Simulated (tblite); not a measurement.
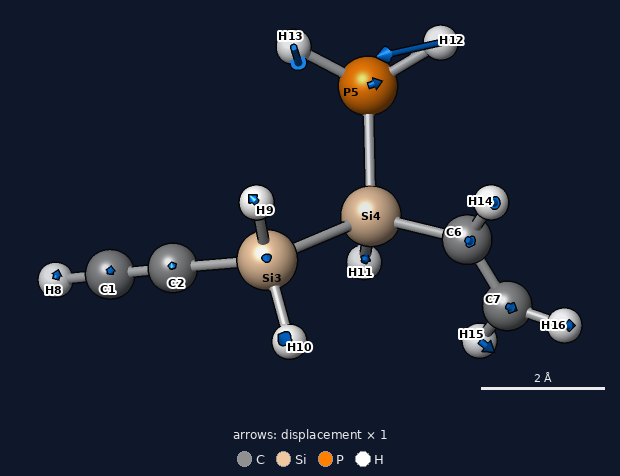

This is a relaxation of C$_{4}$H$_{9}$PSi$_{2}$. The starting structure is drawn; blue arrows show the displacements, at their true length. The two geometries are superimposed by the best rigid fit.

The picture is a ball-and-stick view, seen face on.

These are results of GFN2-xTB geometry optimisation, gas phase (tblite), not measurements. 

Which element moves most?

Hydrogen: up to 1.38 Å, against 0.27 Å for phosphorus.

What happened in the run?

The atom that moves furthest after the best rigid fit is H12 (1.38 Å). Largest moves by element: H 1.38 Å, P 0.27 Å, C 0.23 Å, Si 0.16 Å. Near-neighbour distances that change, for instance: Si3–Si4 2.232 → 2.343 Å, Si4–P5 2.170 → 2.254 Å, P5–H12 1.462 → 1.383 Å, P5–H13 1.430 → 1.382 Å. Among the angles between lasting bonds that change: H12–P5–H13 112.7° → 92.2°, Si4–P5–H13 113.8° → 94.4°, Si4–P5–H12 113.4° → 95.2°. After 99 geometry steps the energy has fallen by 1.106 eV. Cost: 1 s on 1 thread of Intel(R) Xeon(R) CPU @ 2.60GHz, with other jobs on the host.
